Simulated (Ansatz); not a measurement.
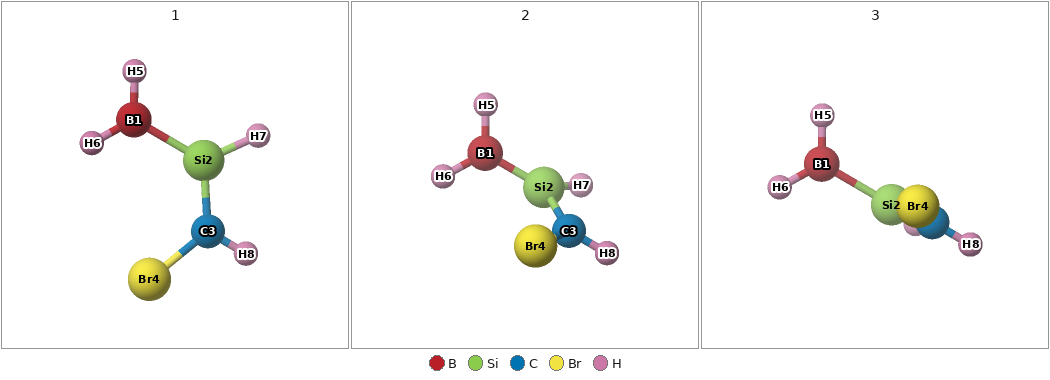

CH₄BBrSi, SMILES B[SiH]=CBr. 
- The first coordinate is: bond length B1–Si2; the second: dihedral H5–B1–Si2–C3.
- Nothing is relaxed (all other coordinates rigid).
- The grid has 11 × 12 points; 90 points were computed and 42 follow by symmetry.
- Points are written as (first, second).
- All energies are given in kcal/mol relative to the lowest grid point.
- Theory: Ansatz 0.2.0, RKS r2SCAN-D4/def2-TZVP.

The numbered pictures are structures from this grid.

### Rank them by energy, lowest first.

1, at (1.995 Å, −180°): 0.037 kcal/mol; 3, at (1.995 Å, 90°): 9.4 kcal/mol; 2, at (1.678 Å, 120°): 29.6 kcal/mol.

The map, with the structures marked:

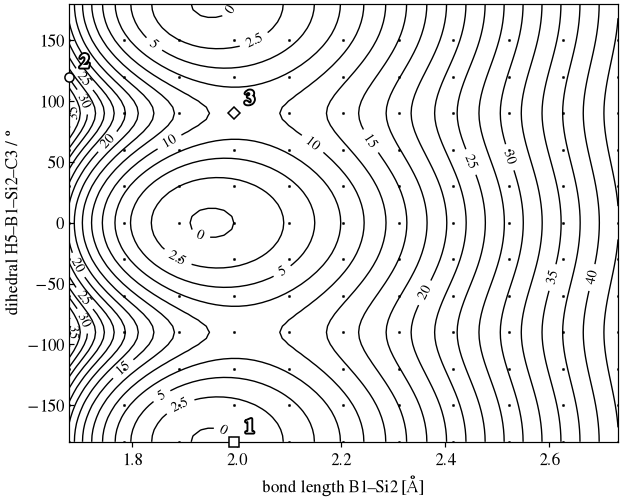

In the figure: contour lines labelled in kcal/mol, dots at the grid points. Between grid points the surface is interpolated.
